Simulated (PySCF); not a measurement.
## A study: CH2S, charge −1, doublet, SMILES `[CH2][S-]`

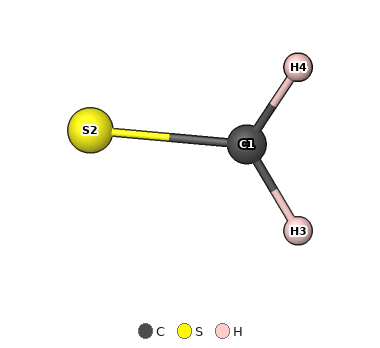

The molecule, with its atoms numbered as below. No frequency check shows the geometry to be a minimum.

Coordinates in Å:

```
C1       1.0824    0.0000    0.0000
S2      -0.6105    0.0000    0.0000
H3       1.6368   -0.9294    0.0000
H4       1.6368    0.9294    0.0000
```

Part 1: Bonding charge

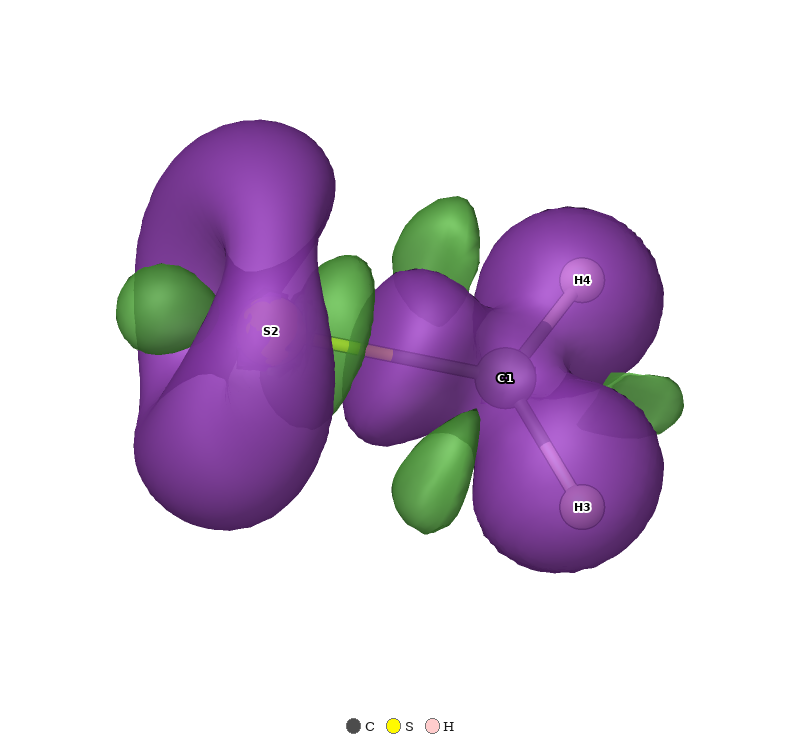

Deformation density (molecule less spherical, spin-averaged free atoms at the same positions), surfaces at ±0.04 e/Å³; purple: gain, green: loss.

Computed with PySCF, ωB97X/def2-SVPD, geometry: GFN2-xTB. The stability of the open-shell solution wasn't checked. GFN2-xTB doesn't know the spin state, so this open-shell geometry is rough.

Q: How much density has each bond gained at its critical point, relative to the free atoms?

A: C1–H3 and C1–H4: +0.66 e/Å³ at the bond critical point (bond length 1.08 Å). C1–S2: +0.07 e/Å³ at the bond critical point (bond length 1.69 Å); up to 0.6 Å beside the axis the gain reaches +0.35 e/Å³. In all, 1.4 electrons gather in the regions of gain relative to the promolecule of neutral atoms (this includes the anion's extra charge). A small or negative value marks a very polar bond, one between electron-rich atoms, whose free-atom densities already overlap strongly, a long bond to a heavier atom, or a closed-shell contact such as a hydrogen bond.

Part 2: Bond critical points

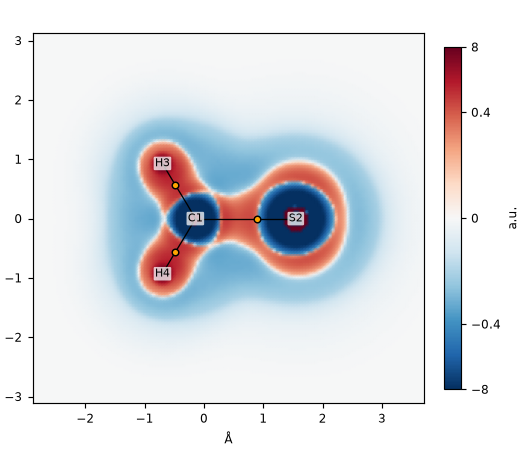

Negative Laplacian of the density (−∇²ρ) in the molecular plane (red positive, blue negative, colour scale in a.u., logarithmic beyond ±0.04), with bond paths and bond critical points (dots).

Q: Sort the bonds in the plane by the sign of ∇²ρ at their critical points.

A: Concentrated (∇²ρ < 0): C1–H3 and C1–H4 (−0.96 a.u.); C1–S2 (−0.07 a.u.). At none is it depleted.

Q: Where along C1–S2 does the critical point lie?

A: 1.04 Å from C1 and 0.65 Å from S2.

Part 3: Local ionisation energy

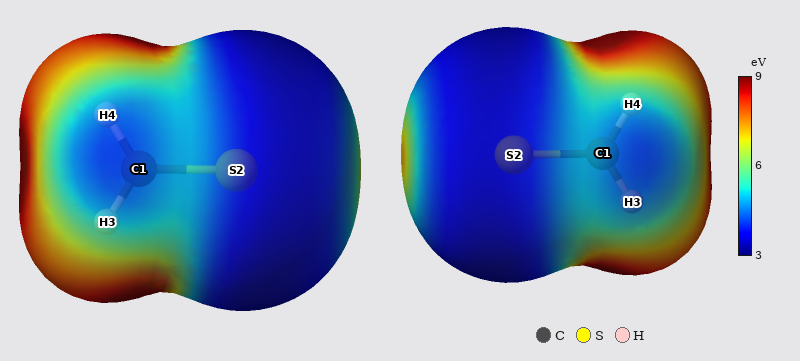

Average local ionisation energy on the surface of electron density 0.001 a.u. (back view left, front view right).

Q: Where are the most loosely bound electrons on this surface?

A: The lowest value is 3.2 eV, 2.4 Å from S2, and at like points elsewhere. Further minima include 4.1 eV, off the molecular plane, over C1 (2.2 Å), and at like points elsewhere. For comparison, the highest occupied orbital lies at −0.7 eV.

Q: What volume does the surface enclose?

A: About 78 Å³.

Part 4: Spin density

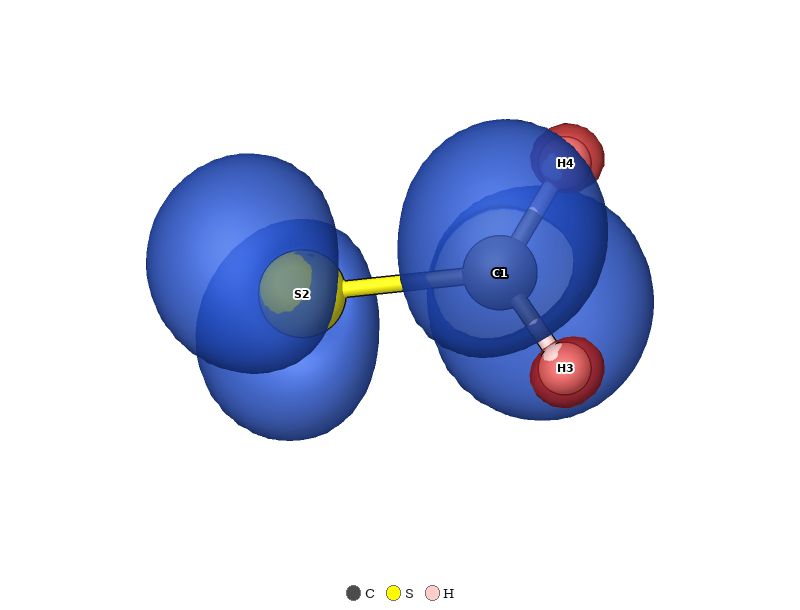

Spin density ρα − ρβ at ±0.02 e/Å³ (blue: excess α, red: excess β).

Q: Where is the unpaired spin?

A: Hirshfeld spin populations: C1 +0.54, S2 +0.37 and H3 and H4 +0.04. ⟨S²⟩ = 0.76, against 0.75 for a pure state.

Part 5: Removing or adding an electron

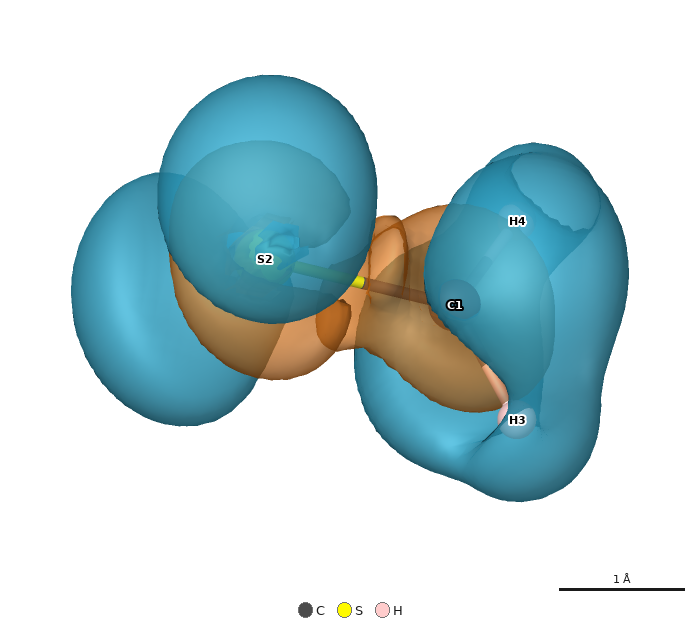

Fukui function f⁻ = ρ(N) − ρ(N−1) at fixed geometry, surfaces at ±0.02 e/Å³ (light blue positive, orange negative).

Computed with PySCF, PBE0/aug-cc-pVDZ, geometry: GFN2-xTB. The highest occupied Kohn–Sham orbital has positive energy, a self-interaction fault of such functionals for anions. GFN2-xTB doesn't know the spin state, so this open-shell geometry is rough.

Q: Which atoms respond most to the removal of an electron?

A: f⁻ (Hirshfeld-condensed) is largest on S2 (0.52); the vertical detachment energy is 0.74 eV (to the singlet neutral species, which needn't be its lowest state). Condensed values hint at sites of electrophilic attack but needn't mark the atom that reacts. Orbital relaxation makes it negative in places (0.15 e in all).

```json
{"atom": "C1", "f⁻": "+0.27", "charge": "−0.30"}
{"atom": "S2", "f⁻": "+0.52", "charge": "−0.60"}
{"atom": "H3", "f⁻": "+0.11", "charge": "−0.04"}
{"atom": "H4", "f⁻": "+0.11", "charge": "−0.04"}
```
